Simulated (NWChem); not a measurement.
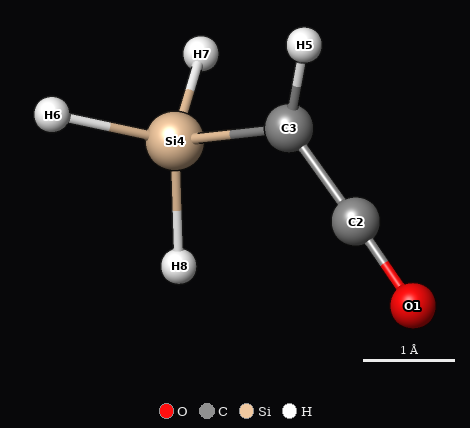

The structure as given in the input (ball-and-stick view, seen at a tilt; atoms are numbered from 1 in the order of the input). Bond lengths as drawn: C–C 1.31 Å, C–H 1.08 Å, C–O 1.16 Å, C–Si 1.85 Å and H–Si 1.48 to 1.49 Å.

C2H4OSi: energy and gradient calculation (part 1 of 2)

- system: C2H4OSi, SMILES O=C=C[SiH3]
- method: TPSSh/cc-pVDZ, RKS (NWChem 7.2.2)

The geometry comes from this level: PBE0-D4/def2-TZVP.

**Input**
```
echo
start c2h4osi
title "C2H4OSi"
memory stack 3200 mb heap 800 mb global 4000 mb

geometry noautosym nocenter noautoz
  O        1.434400      -1.284900       1.947200
  C        1.186900      -0.644700       1.017800
  C        0.866900       0.072100      -0.027300
  Si      -0.904900       0.278600      -0.507900
  H        1.678700       0.527300      -0.583100
  H       -1.291100       1.713700      -0.489300
  H       -1.142900      -0.245400      -1.878100
  H       -1.735900      -0.474000       0.465000
end

basis spherical
  O library cc-pVDZ
  C library cc-pVDZ
  Si library cc-pVDZ
  H library cc-pVDZ
end

basis "cd basis" spherical
  O library "dgauss a1 dft coulomb fitting"
  C library "dgauss a1 dft coulomb fitting"
  Si library "dgauss a1 dft coulomb fitting"
  H library "dgauss a1 dft coulomb fitting"
end

dft
  xc xctpssh
  grid fine
  convergence energy 1e-08
  iterations 100
  mulliken
  noprint "final vectors analysis"
end

task dft gradient
```

Run on 56 threads of Arm Neoverse N1, 90 GiB of memory available, host not shared.

Run as:
```bash
nwchem c2h4osi.nw > c2h4osi.out
```

**Output**
```
============================== echo of input deck ==============================
echo
start c2h4osi
title "C2H4OSi"
memory stack 3200 mb heap 800 mb global 4000 mb

geometry noautosym nocenter noautoz
  O        1.434400      -1.284900       1.947200
  C        1.186900      -0.644700       1.017800
  C        0.866900       0.072100      -0.027300
  Si      -0.904900       0.278600      -0.507900
  H        1.678700       0.527300      -0.583100
  H       -1.291100       1.713700      -0.489300
  H       -1.142900      -0.245400      -1.878100
  H       -1.735900      -0.474000       0.465000
end

basis spherical
  O library cc-pVDZ
  C library cc-pVDZ
  Si library cc-pVDZ
  H library cc-pVDZ
end

basis "cd basis" spherical
  O library "dgauss a1 dft coulomb fitting"
  C library "dgauss a1 dft coulomb fitting"
  Si library "dgauss a1 dft coulomb fitting"
  H library "dgauss a1 dft coulomb fitting"
end

dft
  xc xctpssh
  grid fine
  convergence energy 1e-08
  iterations 100
  mulliken
  noprint "final vectors analysis"
end

task dft gradient
================================================================================

             Northwest Computational Chemistry Package (NWChem) 7.2.2
             --------------------------------------------------------

           Job information
           ---------------

    nwchem branch   = 7.2.2
    use scalapack   = T
    input           = c2h4osi.nw
    prefix          = c2h4osi.
    data base       = ./c2h4osi.db
    status          = startup
    nproc           =        1

           Memory information
           ------------------

    heap     =  104857598 doubles =    800.0 Mbytes
    stack    =  419430395 doubles =   3200.0 Mbytes
    global   =  524288000 doubles =   4000.0 Mbytes (distinct from heap & stack)
    total    = 1048575993 doubles =   8000.0 Mbytes
    verify   = yes
    hardfail = no

           Directory information
           ---------------------

  0 permanent = .
  0 scratch   = .

                                NWChem Input Module
                                -------------------

                                      C2H4OSi
                                      -------

 Scaling coordinates for geometry "geometry" by  1.889725989
 (inverse scale =  0.529177249)

                             Geometry "geometry" -> ""
                             -------------------------

 Output coordinates in angstroms (scale by  1.889725989 to convert to a.u.)

  No.       Tag          Charge          X              Y              Z
 ---- ---------------- ---------- -------------- -------------- --------------
    1 O                    8.0000     1.43440000    -1.28490000     1.94720000
    2 C                    6.0000     1.18690000    -0.64470000     1.01780000
    3 C                    6.0000     0.86690000     0.07210000    -0.02730000
    4 Si                  14.0000    -0.90490000     0.27860000    -0.50790000
    5 H                    1.0000     1.67870000     0.52730000    -0.58310000
    6 H                    1.0000    -1.29110000     1.71370000    -0.48930000
    7 H                    1.0000    -1.14290000    -0.24540000    -1.87810000
    8 H                    1.0000    -1.73590000    -0.47400000     0.46500000

      Atomic Mass
      -----------

      O                 15.994910
      C                 12.000000
      Si                27.976930
      H                  1.007825

 Effective nuclear repulsion energy (a.u.)     136.9770110550

            Nuclear Dipole moment (a.u.)
            ----------------------------
        X                 Y               Z
 ---------------- ---------------- ----------------
    16.3238310346   -15.6711196781    22.5340375508

            XYZ format geometry
            -------------------
     8
 geometry
 O                     1.43440000    -1.28490000     1.94720000
 C                     1.18690000    -0.64470000     1.01780000
 C                     0.86690000     0.07210000    -0.02730000
 Si                   -0.90490000     0.27860000    -0.50790000
 H                     1.67870000     0.52730000    -0.58310000
 H                    -1.29110000     1.71370000    -0.48930000
 H                    -1.14290000    -0.24540000    -1.87810000
 H                    -1.73590000    -0.47400000     0.46500000

 ==============================================================================
                                internuclear distances
 ------------------------------------------------------------------------------
       center one      |      center two      | atomic units |  angstroms
 ------------------------------------------------------------------------------
    2 C                |   1 O                |     2.18335  |     1.15538
    3 C                |   2 C                |     2.47001  |     1.30707
    4 Si               |   3 C                |     3.49108  |     1.84740
    5 H                |   3 C                |     2.04854  |     1.08404
    6 H                |   4 Si               |     2.80865  |     1.48627
    7 H                |   4 Si               |     2.80843  |     1.48616
    8 H                |   4 Si               |     2.80515  |     1.48442
 ------------------------------------------------------------------------------
                         number of included internuclear distances:          7
 ==============================================================================

 ==============================================================================
                                 internuclear angles
 ------------------------------------------------------------------------------
        center 1       |       center 2       |       center 3       |  degrees
 ------------------------------------------------------------------------------
    1 O                |   2 C                |   3 C                |   178.19
    2 C                |   3 C                |   4 Si               |   120.27
    2 C                |   3 C                |   5 H                |   117.19
    4 Si               |   3 C                |   5 H                |   122.54
    3 C                |   4 Si               |   6 H                |   110.73
    3 C                |   4 Si               |   7 H                |   110.73
    3 C                |   4 Si               |   8 H                |   108.04
    6 H                |   4 Si               |   7 H                |   108.08
    6 H                |   4 Si               |   8 H                |   109.63
    7 H                |   4 Si               |   8 H                |   109.62
 ------------------------------------------------------------------------------
                            number of included internuclear angles:         10
 ==============================================================================

                      Basis "ao basis" -> "" (spherical)
                      -----
  [basis functions not shown]

 Summary of "ao basis" -> "" (spherical)
 ------------------------------------------------------------------------------
       Tag                 Description            Shells   Functions and Types
 ---------------- ------------------------------  ------  ---------------------
 O                          cc-pVDZ                  6       14   3s2p1d
 C                          cc-pVDZ                  6       14   3s2p1d
 Si                         cc-pVDZ                  8       18   4s3p1d
 H                          cc-pVDZ                  3        5   2s1p

                      Basis "cd basis" -> "" (spherical)
                      -----
  [basis functions not shown]

 Summary of "cd basis" -> "" (spherical)
 ------------------------------------------------------------------------------
       Tag                 Description            Shells   Functions and Types
 ---------------- ------------------------------  ------  ---------------------
 O                dgauss a1 dft coulomb fitting     13       31   7s3p3d
 C                dgauss a1 dft coulomb fitting     13       31   7s3p3d
 Si               dgauss a1 dft coulomb fitting     17       41   9s4p4d
 H                dgauss a1 dft coulomb fitting      4        4   4s

                                 NWChem DFT Module
                                 -----------------

                                      C2H4OSi

 Summary of "ao basis" -> "ao basis" (spherical)
 ------------------------------------------------------------------------------
       Tag                 Description            Shells   Functions and Types
 ---------------- ------------------------------  ------  ---------------------
 O                          cc-pVDZ                  6       14   3s2p1d
 C                          cc-pVDZ                  6       14   3s2p1d
 Si                         cc-pVDZ                  8       18   4s3p1d
 H                          cc-pVDZ                  3        5   2s1p

  Caching 1-el integrals
  itol2e modified to match energy
  convergence criterion.
  tol_rho modified to match energy
  convergence criterion.

            General Information
            -------------------
          SCF calculation type: DFT
          Wavefunction type:  closed shell.
          No. of atoms     :     8
          No. of electrons :    38
           Alpha electrons :    19
            Beta electrons :    19
          Charge           :     0
          Spin multiplicity:     1
          Use of symmetry is: off; symmetry adaption is: off
          Maximum number of iterations: 100
          AO basis - number of functions:    80
                     number of shells:    38
          A Charge density fitting basis will be used.
          CD basis - number of functions:   150
                     number of shells:    72
          Convergence on energy requested:  1.00D-08
          Convergence on density requested:  1.00D-05
          Convergence on gradient requested:  5.00D-04

              XC Information
              --------------
                  TPSS hybrid Method XC Functional
                     Hartree-Fock (Exact) Exchange  0.100
                  TPSS metaGGA Exchange Functional  0.900
             TPSS03 metaGGA Correlation Functional  1.000
```
